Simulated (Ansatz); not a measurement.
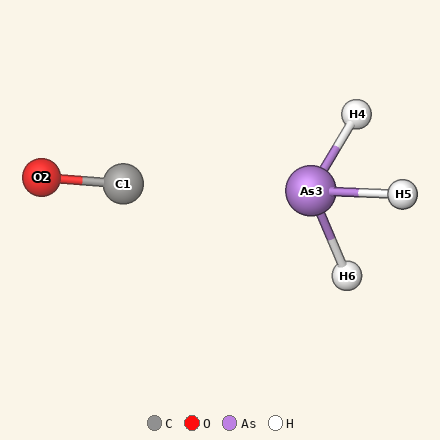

The system is the pair CO···AsH₃; the picture shows the reference structure. The turn is about an axis along (0.49, −0.83, 0.28) in the frame of the relaxed pair, normal to the line between the partners. Coordinates scanned: (1) distance As3···C1; (2) turn of C1, O2 about As3. Grid: 15 × 15 points. Points are written as (first, second). Energies: kJ/mol, counted from the lowest grid point. All numbers below come from Ansatz, RKS B3LYP-D4/def2-TZVPD.

Its coordinates:

```xyz
6

C     0.1633   -0.4262   -2.3956
O    -0.1788    0.1423   -3.3038
As   -0.2462    0.4780    1.0107
H     1.2336    0.1156    1.0479
H    -0.3029    0.6724    2.5232
H    -0.6691   -0.9821    1.1176
```

Range: distance As3···C1 from 2.980 to 4.980 Å; turn of C1, O2 about As3 from −90.0 to 90.0°.

### What landscape does the calculation give?

The lowest grid point is at (3.591 Å, 0.0°). The energy also falls towards the edge at (4.229 Å, 90.0°) (2.2 kJ/mol above the lowest) and (4.229 Å, −90.0°) (2.2 kJ/mol above the lowest), where a further well may lie outside the range. The highest grid point, (2.980 Å, −77.1°), lies 39.5 kJ/mol above the lowest. Round the minimum the two coordinates are nearly uncoupled.

```
turn of C1, O2 about As3 ↓, distance As3···C1 →  2.980  3.030  3.111  3.212  3.327  3.453  3.591  3.738  3.894  4.058  4.229  4.407  4.592  4.783  4.980
                                           90.0   35.5   30.4   23.5   17.0   11.6    7.7    5.0    3.4    2.5    2.2    2.2    2.3    2.6    2.8    3.0
                                           77.1   39.3   33.6   26.1   18.9   13.0    8.6    5.6    3.7    2.7    2.3    2.2    2.3    2.6    2.8    3.0
                                           64.3   36.8   31.5   24.4   17.6   12.1    8.0    5.2    3.5    2.6    2.2    2.2    2.3    2.5    2.8    3.0
                                           51.4   29.3   25.0   19.2   13.8    9.4    6.2    4.0    2.7    2.1    1.9    2.0    2.2    2.5    2.7    3.0
                                           38.6   20.0   16.9   12.8    9.0    5.9    3.8    2.5    1.8    1.5    1.6    1.8    2.1    2.4    2.7    2.9
                                           25.7   12.0    9.9    7.3    4.8    3.0    1.8    1.2    0.9    1.0    1.3    1.7    2.0    2.4    2.7    2.9
                                           12.9    6.9    5.6    3.8    2.2    1.1    0.5    0.3    0.4    0.7    1.1    1.5    1.9    2.3    2.6    2.8
                                            0.0    5.2    4.1    2.6    1.3    0.5    0.1    0.0    0.2    0.6    1.0    1.5    1.9    2.3    2.6    2.8
                                          −12.9    6.9    5.5    3.8    2.2    1.1    0.5    0.3    0.4    0.7    1.1    1.5    1.9    2.3    2.6    2.8
                                          −25.7   11.9    9.9    7.2    4.8    3.0    1.8    1.1    0.9    1.0    1.3    1.7    2.0    2.4    2.7    2.9
                                          −38.6   19.9   16.8   12.8    8.9    5.9    3.8    2.5    1.8    1.5    1.6    1.8    2.1    2.4    2.7    2.9
                                          −51.4   29.3   25.0   19.2   13.8    9.4    6.1    4.0    2.7    2.1    1.9    2.0    2.2    2.5    2.7    3.0
                                          −64.3   37.0   31.6   24.5   17.7   12.1    8.0    5.2    3.5    2.6    2.2    2.2    2.3    2.5    2.8    3.0
                                          −77.1   39.5   33.9   26.3   19.0   13.1    8.7    5.6    3.7    2.7    2.3    2.2    2.3    2.5    2.8    3.0
                                          −90.0   35.8   30.6   23.7   17.1   11.8    7.8    5.1    3.4    2.5    2.2    2.2    2.3    2.6    2.8    3.0
```

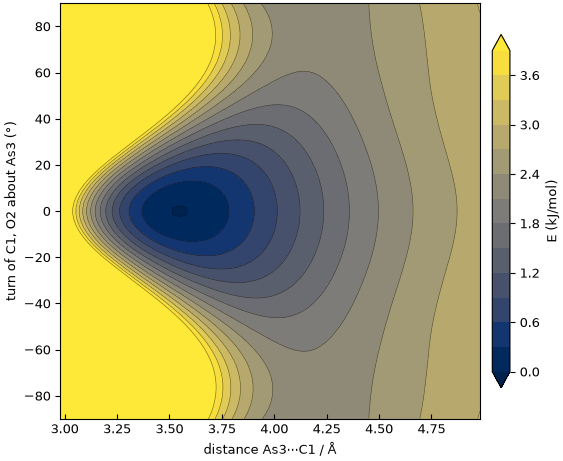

Drawn: filled contours, one colour for all values above the top of the scale. Between grid points the surface is interpolated.

The whole map (225 points run) took 8.6 min on 1 thread of AMD EPYC 9R45 96-Core Processor (Zen 5) (shared host).
